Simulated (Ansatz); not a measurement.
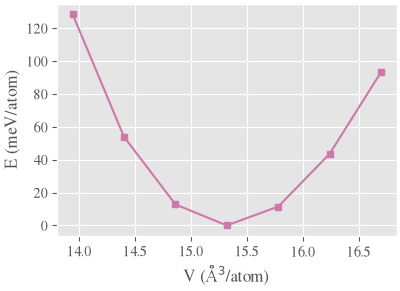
Mo (bcc (W type), Im-3m) under volume change, PBEsol in the plane-wave PAW code Ansatz, scaled uniformly.

**Question.** What does a third-order Birch–Murnaghan fit give for V₀, B₀ and B′?

**Answer.** V₀ = 15.32 Å³/atom, B₀ = 281 GPa, B′ = 4.3.

The PBEsol relaxation kept the symmetry of its start. The run is not spin-polarised.

Potentials: the later of the program's two PAW sets.
